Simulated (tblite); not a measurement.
Geometry relaxation, with input and output: CH9Cl2NSi3 (charge +1)

CH9Cl2NSi3, charge +1, multiplicity 2, SMILES [SiH3][N+]([SiH3])[SiH2]C(Cl)Cl, computed with GFN2-xTB geometry optimisation, gas phase (tblite 0.8.0).

It belongs to a series of runs on one base structure; here: electron removed.

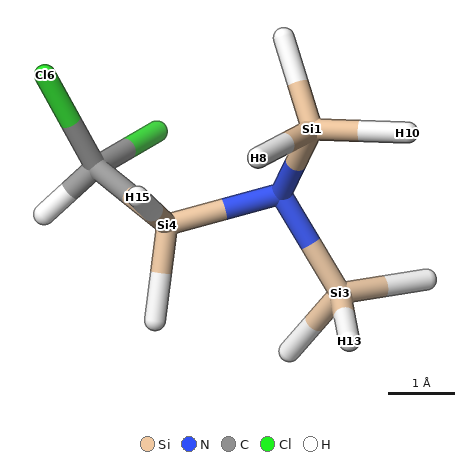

The structure as given in the input (stick view, seen at a tilt; atoms are numbered from 1 in the order of the input).

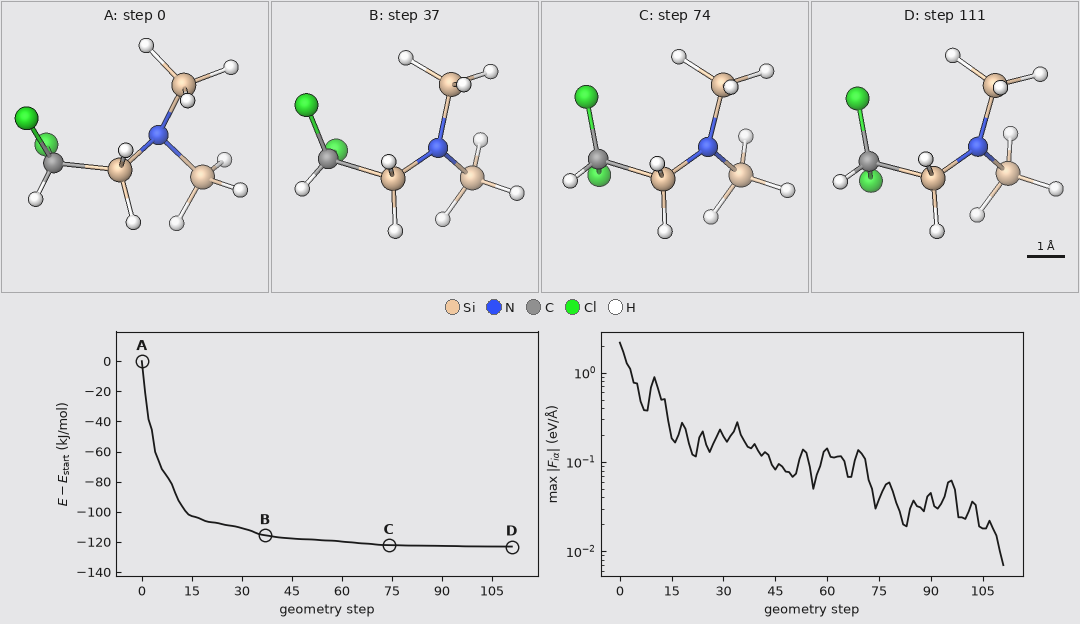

Frames of the relaxation (ball-and-stick view, seen at a tilt) above the curves, on which the letters mark them (steps are counted from 0).

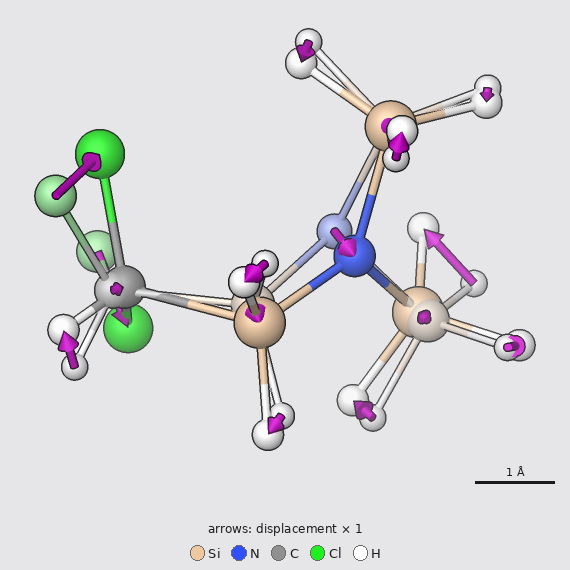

Start (faint) and end (solid) with the displacements as pink arrows, at true length (ball-and-stick view, seen at a tilt). The two geometries are laid on each other by the best rigid fit. Over 111 geometry steps the energy falls by 123.0 kJ/mol. Largest force component: 2.2 eV/Å at the start, 0.007 eV/Å at the end. Cl6 moves most after the best rigid fit: 1.30 Å. Largest moves by element: Cl 1.30 Å, H 0.97 Å, N 0.75 Å, Si 0.44 Å, C 0.18 Å. Distances before and after: Si4–C5 1.867 → 2.022 Å, N2–Si4 1.799 → 1.718 Å, C5–Cl6 1.789 → 1.739 Å, N2–Si3 1.769 → 1.799 Å. Among the angles that change: Si3–N2–Si4 106.2° → 121.3°, Si1–N2–Si4 108.1° → 120.4°, H14–Si4–H15 108.5° → 119.2°. (Atoms are counted from 1 in the order of the input.)

The input and output of the run follow.

Input file:
```
{"job": {"kind": "relax", "xc": "GFN2-xTB", "basis": "xTB"}, "charge": 1, "multiplicity": 2}
Si    -1.227700     1.473900     0.695300
N     -0.429500    -0.096200     0.588900
Si    -1.524800    -1.463500     0.341900
Si     0.667400    -0.069600    -0.837200
C      2.455000    -0.079700    -0.298500
Cl     3.074700     1.596600    -0.384400
Cl     2.634500    -0.719800     1.333700
H     -1.318500     2.010600    -0.668300
H     -0.294900     2.371100     1.412100
H     -2.530600     1.419600     1.384100
H     -2.133400    -1.923100     1.605900
H     -0.723900    -2.598700    -0.151200
H     -2.532100    -1.189700    -0.689900
H      0.412700    -1.197000    -1.738000
H      0.452800     1.185200    -1.584800
H      3.010800    -0.710600    -1.020900
```

The first line tells a small driver script what to run in tblite; the rest is the geometry in Å.

Launch command:
```bash
OMP_NUM_THREADS=1 python <driver script> task.json out
```

The program's output:
```
step      E/eV     max force
  0    -639.41058    2.171
  1    -639.62743    1.751
  2    -639.80996    1.319
  3    -639.88219    1.137
  4    -640.03490    0.885
  5    -640.09292    0.848
  6    -640.15246    0.514
  7    -640.18446    0.408
  8    -640.21763    0.413
  9    -640.25605    0.772
 10    -640.31581    1.003
 11    -640.36875    0.748
 12    -640.40528    0.554
 13    -640.43946    0.511
 14    -640.46541    0.298
 15    -640.47626    0.197
 16    -640.48185    0.191
 17    -640.48918    0.226
 18    -640.49947    0.298
 19    -640.50982    0.258
 20    -640.51591    0.175
 21    -640.51898    0.142
 22    -640.52127    0.128
 23    -640.52535    0.196
 24    -640.53119    0.233
 25    -640.53668    0.195
 26    -640.54031    0.162
 27    -640.54336    0.184
 28    -640.54718    0.230
 29    -640.55261    0.260
 30    -640.55914    0.228
 31    -640.56562    0.180
 32    -640.57179    0.198
 33    -640.57937    0.265
 34    -640.58973    0.317
 35    -640.59895    0.273
 36    -640.60451    0.184
 37    -640.60826    0.160
 38    -640.61155    0.155
 39    -640.61529    0.178
 40    -640.61929    0.169
 41    -640.62254    0.121
 42    -640.62494    0.145
 43    -640.62682    0.125
 44    -640.62858    0.100
 45    -640.63030    0.094
 46    -640.63218    0.120
 47    -640.63378    0.105
 48    -640.63499    0.086
 49    -640.63574    0.078
 50    -640.63635    0.077
 51    -640.63716    0.088
 52    -640.63853    0.135
 53    -640.64050    0.149
 54    -640.64247    0.128
 55    -640.64378    0.089
 56    -640.64449    0.065
 57    -640.64518    0.102
 58    -640.64649    0.118
 59    -640.64872    0.145
 60    -640.65162    0.158
 61    -640.65385    0.141
 62    -640.65556    0.153
 63    -640.65708    0.127
 64    -640.65932    0.122
 65    -640.66211    0.133
 66    -640.66389    0.099
 67    -640.66507    0.103
 68    -640.66638    0.114
 69    -640.66835    0.149
 70    -640.67115    0.140
 71    -640.67344    0.115
 72    -640.67500    0.068
 73    -640.67548    0.055
 74    -640.67597    0.038
 75    -640.67622    0.041
 76    -640.67656    0.050
 77    -640.67698    0.058
 78    -640.67768    0.062
 79    -640.67844    0.050
 80    -640.67893    0.040
 81    -640.67914    0.033
 82    -640.67924    0.025
 83    -640.67937    0.027
 84    -640.67959    0.037
 85    -640.67987    0.040
 86    -640.68013    0.036
 87    -640.68033    0.037
 88    -640.68055    0.041
 89    -640.68086    0.045
 90    -640.68129    0.055
 91    -640.68171    0.048
 92    -640.68200    0.033
 93    -640.68223    0.037
 94    -640.68250    0.046
 95    -640.68296    0.073
 96    -640.68382    0.083
 97    -640.68437    0.059
 98    -640.68461    0.028
 99    -640.68469    0.028
100    -640.68478    0.026
101    -640.68492    0.033
102    -640.68510    0.038
103    -640.68529    0.033
104    -640.68543    0.025
105    -640.68551    0.025
106    -640.68557    0.021
107    -640.68565    0.022
108    -640.68573    0.020
109    -640.68580    0.016
110    -640.68583    0.010
111    -640.68584    0.007
```

Trajectory as extended XYZ (Å, eV, eV/Å), 7 of the 112 frames kept, from step=0 to step=111:
```
16
Properties=species:S:1:pos:R:3:forces:R:3 step=0 energy=-639.41058
Si   -1.2277    1.4739    0.6953   -0.3560   1.0580   0.9800
N    -0.4295   -0.0962    0.5889    0.0810   0.0620  -2.1690
Si   -1.5248   -1.4635    0.3419   -0.5050  -1.3870   0.7030
Si    0.6674   -0.0696   -0.8372   -1.8910   0.4300  -0.1600
C     2.4550   -0.0797   -0.2985    1.9270   0.0310   0.4100
Cl    3.0747    1.5966   -0.3844   -0.1370  -0.5800   0.0100
Cl    2.6345   -0.7198    1.3337    0.0680  -0.0220  -0.3220
H    -1.3185    2.0106   -0.6683   -0.2870   0.0140   0.0710
H    -0.2949    2.3711    1.4121   -0.0330  -0.2570  -0.0400
H    -2.5306    1.4196    1.3841    0.3700  -0.2300  -0.1600
H    -2.1334   -1.9231    1.6059    0.1680   0.4620  -0.1520
H    -0.7239   -2.5987   -0.1512    0.0340   0.1320   0.0900
H    -2.5321   -1.1897   -0.6899    0.0770   0.2230   0.0630
H     0.4127   -1.1970   -1.7380    0.2370  -0.0400   0.1320
H     0.4528    1.1852   -1.5848    0.2940  -0.3050   0.0120
H     3.0108   -0.7106   -1.0209   -0.0470   0.4100   0.5300
16
Properties=species:S:1:pos:R:3:forces:R:3 step=18 energy=-640.49947
Si   -1.3150    1.5322    0.6944   -0.0210   0.0300  -0.1880
N    -0.6806   -0.0153    0.0165    0.0290  -0.0380   0.0170
Si   -1.6145   -1.5266    0.3468   -0.0900   0.0720  -0.1650
Si    0.6364   -0.0195   -1.0821    0.0760  -0.0890  -0.0990
C     2.5395   -0.0608   -0.2398   -0.1010   0.1680  -0.0020
Cl    3.1470    1.5847   -0.2334   -0.0880  -0.2750   0.0720
Cl    2.5593   -0.7955    1.3355   -0.0710   0.0510  -0.1600
H    -1.6695    2.3525   -0.4728    0.0690  -0.1040   0.1210
H    -0.1971    2.0649    1.4599    0.1600   0.0580   0.0380
H    -2.4483    1.1838    1.5318   -0.0720  -0.0560   0.0250
H    -2.0145   -1.5193    1.7422    0.0090   0.0930   0.1220
H    -0.7230   -2.6341    0.0277    0.0610  -0.0240  -0.0400
H    -2.7435   -1.3819   -0.5842    0.0930  -0.0480   0.0820
H     0.6899   -1.3111   -1.7686   -0.0390   0.1230   0.0400
H     0.7159    1.2210   -1.8388   -0.0320  -0.0630   0.0050
H     3.1105   -0.6662   -0.9465    0.0190   0.1050   0.1320
16
Properties=species:S:1:pos:R:3:forces:R:3 step=37 energy=-640.60826
Si   -1.1621    1.5341    0.6553   -0.0360  -0.0270  -0.0440
N    -0.6701   -0.0109   -0.1102    0.0540   0.0070   0.0030
Si   -1.5116   -1.5233    0.3780   -0.0470   0.0410  -0.0280
Si    0.5969   -0.0298   -1.2685    0.0080  -0.0440  -0.0280
C     2.3193   -0.0332   -0.1892    0.0210   0.0650   0.1040
Cl    2.7852    1.6162    0.1392   -0.0650  -0.0080  -0.0640
Cl    2.1144   -0.9354    1.2848    0.0600  -0.1270  -0.0130
H    -1.5208    2.3895   -0.4713    0.0300   0.0400   0.0370
H     0.0129    1.9758    1.4095    0.0990   0.0280  -0.0600
H    -2.2409    1.1651    1.5518   -0.1480   0.0390   0.0450
H    -1.8002   -1.3592    1.7935    0.0030  -0.0150   0.0830
H    -0.6223   -2.6409    0.0854    0.0690   0.0040  -0.0340
H    -2.6979   -1.4904   -0.4757   -0.0290  -0.0230  -0.0150
H     0.6478   -1.3256   -1.9293    0.0050   0.0150  -0.0240
H     0.6592    1.1880   -2.0611    0.0340  -0.0420   0.0270
H     3.0825   -0.5111   -0.8038   -0.0590   0.0490   0.0110
16
Properties=species:S:1:pos:R:3:forces:R:3 step=56 energy=-640.64449
Si   -1.1542    1.5634    0.6222   -0.0300  -0.0400   0.0020
N    -0.6860   -0.0005   -0.1155   -0.0140   0.0060   0.0020
Si   -1.4992   -1.5228    0.3974   -0.0150   0.0190   0.0030
Si    0.5874   -0.0618   -1.2679   -0.0130   0.0080   0.0010
C     2.2811   -0.0466   -0.1596    0.0250   0.0430  -0.0420
Cl    2.6029    1.6057    0.2923    0.0060  -0.0130   0.0500
Cl    2.1802   -1.1088    1.2151    0.0040  -0.0230  -0.0410
H    -1.4767    2.4615   -0.4828    0.0360  -0.0260  -0.0150
H     0.0681    1.9610    1.3349   -0.0200   0.0300   0.0010
H    -2.2669    1.2636    1.5086   -0.0330  -0.0090   0.0160
H    -1.7556   -1.3743    1.8236    0.0290   0.0030   0.0210
H    -0.5583   -2.5879    0.0508   -0.0220  -0.0020   0.0430
H    -2.7148   -1.5564   -0.4150    0.0080   0.0240  -0.0120
H     0.6170   -1.3540   -1.9344    0.0270   0.0100  -0.0090
H     0.6931    1.1526   -2.0581    0.0060  -0.0080  -0.0220
H     3.0744   -0.3857   -0.8230    0.0070  -0.0210   0.0010
16
Properties=species:S:1:pos:R:3:forces:R:3 step=74 energy=-640.67597
Si   -1.2099    1.5896    0.5646   -0.0130  -0.0160  -0.0280
N    -0.6697    0.0097   -0.0889    0.0040   0.0110  -0.0130
Si   -1.4885   -1.4938    0.4732    0.0040   0.0060   0.0020
Si    0.5984   -0.0645   -1.2467    0.0020   0.0000  -0.0050
C     2.3217   -0.0502   -0.1933    0.0020  -0.0160  -0.0200
Cl    2.5124    1.4507    0.6606   -0.0060  -0.0190  -0.0100
Cl    2.3440   -1.4383    0.8578    0.0160   0.0010   0.0110
H    -1.4312    2.4308   -0.6076    0.0060   0.0070  -0.0040
H    -0.0634    2.0441    1.3632   -0.0080  -0.0080   0.0000
H    -2.3990    1.3255    1.3616   -0.0010  -0.0270  -0.0040
H    -1.6858   -1.3066    1.9049    0.0030   0.0080   0.0150
H    -0.5866   -2.5944    0.1362    0.0000   0.0240   0.0100
H    -2.7248   -1.5168   -0.3086    0.0160   0.0110   0.0100
H     0.6533   -1.3690   -1.8882   -0.0180   0.0250  -0.0220
H     0.7068    1.1329   -2.0663   -0.0150  -0.0020   0.0300
H     3.1146   -0.1409   -0.9342    0.0070  -0.0050   0.0290
16
Properties=species:S:1:pos:R:3:forces:R:3 step=92 energy=-640.68200
Si   -1.2367    1.5908    0.5276   -0.0130   0.0190  -0.0130
N    -0.6664    0.0164   -0.1075    0.0090   0.0170   0.0270
Si   -1.4590   -1.4756    0.5107    0.0020  -0.0110   0.0180
Si    0.6075   -0.0489   -1.2586   -0.0300  -0.0020  -0.0080
C     2.3246   -0.0925   -0.1985   -0.0170   0.0170   0.0050
Cl    2.4667    1.3659    0.7369    0.0230  -0.0100   0.0100
Cl    2.3705   -1.5331    0.7772   -0.0060   0.0010   0.0060
H    -1.4212    2.4364   -0.6463    0.0000   0.0140  -0.0190
H    -0.1257    2.0524    1.3703   -0.0090  -0.0110   0.0050
H    -2.4534    1.3010    1.2717   -0.0100   0.0040   0.0110
H    -1.6258   -1.2528    1.9419    0.0040   0.0060   0.0200
H    -0.5489   -2.5733    0.1955    0.0040  -0.0030  -0.0300
H    -2.7184   -1.5174   -0.2309    0.0190  -0.0140  -0.0070
H     0.6188   -1.3247   -1.9545    0.0110   0.0000  -0.0150
H     0.7293    1.1858   -2.0175    0.0040  -0.0050  -0.0010
H     3.1304   -0.1214   -0.9293    0.0070  -0.0200  -0.0070
16
Properties=species:S:1:pos:R:3:forces:R:3 step=111 energy=-640.68584
Si   -1.2624    1.6074    0.5095    0.0000  -0.0020  -0.0040
N    -0.6710    0.0327   -0.1114    0.0010   0.0000   0.0010
Si   -1.4149   -1.4717    0.5353    0.0000  -0.0040   0.0020
Si    0.5972   -0.0243   -1.2684    0.0020   0.0000  -0.0010
C     2.3067   -0.1275   -0.1939    0.0000   0.0030   0.0010
Cl    2.4852    1.3226    0.7488   -0.0040  -0.0050  -0.0030
Cl    2.3089   -1.5703    0.7791   -0.0020   0.0040  -0.0020
H    -1.4170    2.4509   -0.6712    0.0010   0.0030   0.0020
H    -0.1727    2.0592    1.3844   -0.0060   0.0020  -0.0010
H    -2.4981    1.3166    1.2230    0.0020  -0.0040   0.0010
H    -1.5507   -1.2403    1.9686    0.0030   0.0000   0.0040
H    -0.4932   -2.5521    0.1901   -0.0010   0.0010  -0.0070
H    -2.6837   -1.5613   -0.1850    0.0010   0.0050   0.0020
H     0.6000   -1.2780   -2.0049   -0.0010  -0.0010   0.0050
H     0.7427    1.2265   -1.9949    0.0060  -0.0010  -0.0010
H     3.1153   -0.1814   -0.9207   -0.0020   0.0000   0.0010
```

Summary:

- outcome: converged
- total energy: −640.6858 eV
- hardware: 1 CPU thread, shared host
- wall time: 1.2 s
- peak memory: 0.18 GiB
